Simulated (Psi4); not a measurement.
**BSiN2H5 (SMILES N[SiH]1BN1) at wB97M-V/cc-pVDZ**

Aim: the energy change on altering one bond length of BSiN2H5 at wB97M-V/cc-pVDZ, from 2 runs. 

The results are computed with Psi4 1.11.

2 further runs of the same task are left out: 2 set aside as unsound or not needed. Runs told in other sessions of the task aren't counted.

### 1 The structure to begin with

BSiN2H5 has 9 atoms, charge 0, and is taken as a singlet. SMILES: `N[SiH]1BN1`. The coordinates come from a PBE0-D4/def2-TZVP relaxation. This is one conformer, not always the lowest.

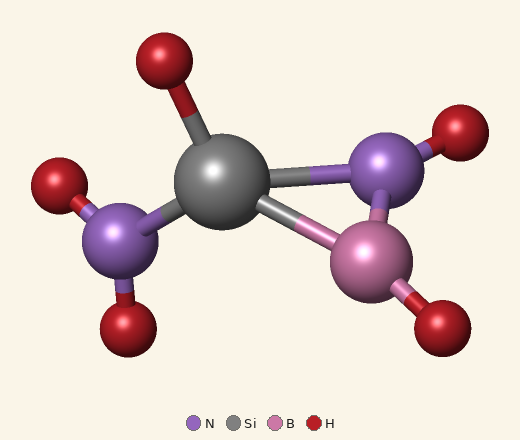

The structure, seen from a chosen angle (nitrogen purple, silicon grey, boron pink, hydrogen red).

### 2 A single-point energy at wB97M-V/cc-pVDZ

The input, job.dat:

```
memory 2200 mb

molecule m {
  0 1
  N
  Si 1 R2
  B 2 R3 1 A3
  N 3 R4 2 A4 1 D4
  H 1 R5 2 A5 4 D5
  H 1 R6 5 A6 2 D6
  H 2 R7 1 A7 6 D7
  H 3 R8 4 A8 2 D8
  H 4 R9 3 A9 8 D9

  R2 = 1.70207
  R3 = 1.914206
  A3 = 127.23337
  R4 = 1.389339
  A4 = 61.77956
  D4 = 99.73395
  R5 = 1.00553
  A5 = 122.55607
  D5 = -107.4643
  R6 = 1.005143
  A6 = 112.85974
  D6 = -166.95653
  R7 = 1.482017
  A7 = 105.47236
  D7 = -170.86196
  R8 = 1.190185
  A8 = 134.38438
  D8 = 178.29311
  R9 = 1.010714
  A9 = 135.16131
  D9 = -0.87641
  units angstrom
  symmetry c1
  no_reorient
  no_com
}

set {
  basis                cc-pVDZ
  puream               true
  e_convergence        1e-09
  d_convergence        1e-08
  scf_type             pk
  dft_radial_points    99
  dft_spherical_points 590
}

e, wfn = energy('wb97m-v', return_wfn=True)
print_variables()
```

Run with:

```console
$ psi4 job.dat job.out -n 1
```

job.out:

```text
[...]
  Running in c1 symmetry.
[...]
  Nuclear repulsion =  149.962672959193355
[...]
  Multiplicity = 1
[...]
  Nalpha       = 19
  Nbeta        = 19
[...]
    Number of basis functions: 85
[...]
   @RKS iter   1:  -426.54699537715049   -3.93597e-01   8.79096e-03 ADIIS/DIIS
[...]
   @RKS iter  12:  -426.79870496767819   -1.08002e-11   6.45332e-09 DIIS
[...]
    Orbital Energies [Eh]
    ---------------------
    Doubly Occupied:
       1A    -66.427452     2A    -14.504927     3A    -14.493066
       4A     -6.899904     5A     -5.450257     6A     -3.765909
       7A     -3.763897     8A     -3.762503     9A     -0.985538
      10A     -0.960988    11A     -0.683204    12A     -0.604796
      13A     -0.587952    14A     -0.530424    15A     -0.478246
      16A     -0.437684    17A     -0.391669    18A     -0.371383
      19A     -0.313110
[...]
  @RKS Final Energy:  -426.79870496767819
   => Energetics <=
    Nuclear Repulsion Energy =            149.9626729591933554
    One-Electron Energy =                -884.0639417929312458
    Two-Electron Energy =                 337.0065505958052654
    DFT Exchange-Correlation Energy =     -29.8568618588109267
    Empirical Dispersion Energy =           0.0000000000000000
    VV10 Nonlocal Energy =                  0.1528751290653431
    Total Energy =                       -426.7987049676781908
[...]
 Multipole Moments:
 ------------------------------------------------------------------------------------
     Multipole            Electronic (a.u.)      Nuclear  (a.u.)        Total (a.u.)
 ------------------------------------------------------------------------------------
 L = 1.  Multiply by 2.5417464519 to convert [e a0] to [Debye]
 Dipole X            :         -0.1996909            0.8197576            0.6200667
 Dipole Y            :         -0.9839706            1.1019657            0.1179952
 Dipole Z            :          1.5897802           -2.1668282           -0.5770479
 Magnitude           :                                                    0.8552134
[...]
```

Wall time 2.4 min (1 thread of AMD EPYC 9R45 (Zen 5), shared host); peak memory 1.4 GiB.

### 3 The distorted shape, same level

The input, bh5n2si.xyz:

```xyz
9
BH5N2Si
N     -1.086148     2.294396     0.062051
Si     0.258900     0.175500     0.530500
B     -0.233900    -1.625800     0.110200
N      0.650500    -0.971600    -0.738400
H     -0.669648     3.209596     0.056751
H     -2.010148     2.283596    -0.333449
H      1.441200     0.620900     1.305200
H     -0.741300    -2.702400     0.114400
H      1.134000    -1.211600    -1.592900
```

The input, job.py:

```python
import psi4

psi4.set_memory(2200000000)
psi4.set_num_threads(1)
psi4.set_output_file('run.log', False)

with open('bh5n2si.xyz') as f:
    atoms = ''.join(f.readlines()[2:])
m = psi4.geometry('0 1\n' + atoms + 'symmetry c1')

psi4.set_options(dict(puream=True, e_convergence=1e-09, d_convergence=1e-08, scf_type='pk', dft_radial_points=99, dft_spherical_points=590))

E, wfn = psi4.energy("wb97m-v/cc-pVDZ", return_wfn=True)
print(f'wb97m-v/cc-pVDZ energy: {E:.10f} Eh')
```

Run with:

```console
$ python job.py
```

run.log:

```text
[...]
  Running in c1 symmetry.
[...]
  Nuclear repulsion =  134.061429513028173
[...]
  Multiplicity = 1
[...]
  Nalpha       = 19
  Nbeta        = 19
[...]
    Number of basis functions: 85
[...]
   @RKS iter   1:  -426.36823881322249   -7.36710e-01   9.47052e-03 DIIS/ADIIS
[...]
   @RKS iter  15:  -426.67756224540744   -3.69482e-12   3.76522e-09 DIIS
[...]
    Orbital Energies [Eh]
    ---------------------
    Doubly Occupied:
       1A    -66.486536     2A    -14.545663     3A    -14.448645
       4A     -6.941901     5A     -5.503231     6A     -3.819134
       7A     -3.817559     8A     -3.814703     9A     -1.018636
      10A     -0.865849    11A     -0.715832    12A     -0.601190
      13A     -0.543491    14A     -0.513949    15A     -0.471475
      16A     -0.448080    17A     -0.379342    18A     -0.350755
      19A     -0.273314
[...]
  @RKS Final Energy:  -426.67756224540744
   => Energetics <=
    Nuclear Repulsion Energy =            134.0614295130281732
    One-Electron Energy =                -851.8040654944704784
    Two-Electron Energy =                 320.6346752883288787
    DFT Exchange-Correlation Energy =     -29.7240312951850463
    Empirical Dispersion Energy =           0.0000000000000000
    VV10 Nonlocal Energy =                  0.1544297428910033
    Total Energy =                       -426.6775622454074437
[...]
 Multipole Moments:
 ------------------------------------------------------------------------------------
     Multipole            Electronic (a.u.)      Nuclear  (a.u.)        Total (a.u.)
 ------------------------------------------------------------------------------------
 L = 1.  Multiply by 2.5417464519 to convert [e a0] to [Debye]
 Dipole X            :          1.1865007           -0.4440953            0.7424055
 Dipole Y            :         -3.9419849            3.2094405           -0.7325443
 Dipole Z            :          0.3715360           -0.8325526           -0.4610166
 Magnitude           :                                                    1.1403172
[...]
```

On the terminal:

```text
wb97m-v/cc-pVDZ energy: -426.6775622454 Eh
```

It took 2.9 min on 1 thread of AMD EPYC 9R45 (Zen 5), shared host; peak memory 1.3 GiB.

### 4 What came out

Level: wB97M-V/cc-pVDZ.

```
                                                          quantity          value
                                         first shape: total energy  -426.79870 Eh
                                        first shape: dipole moment         2.17 D
                                          first shape: HOMO energy       -8.52 eV
                                          first shape: LUMO energy        2.28 eV
                                        first shape: HOMO–LUMO gap       10.80 eV
                                     distorted shape: total energy  -426.67756 Eh
                                    distorted shape: dipole moment         2.90 D
                                      distorted shape: HOMO energy       -7.44 eV
                                      distorted shape: LUMO energy        0.52 eV
                                    distorted shape: HOMO–LUMO gap        7.95 eV
energy change with the N1–Si2 bond stretched from 1.702 to 2.553 Å       3.296 eV
```

In words: With the N1–Si2 bond stretched from 1.702 to 2.553 Å the energy rises by 3.30 eV (76 kcal/mol). The first shape isn't relaxed at this level, so the change isn't measured from a minimum.
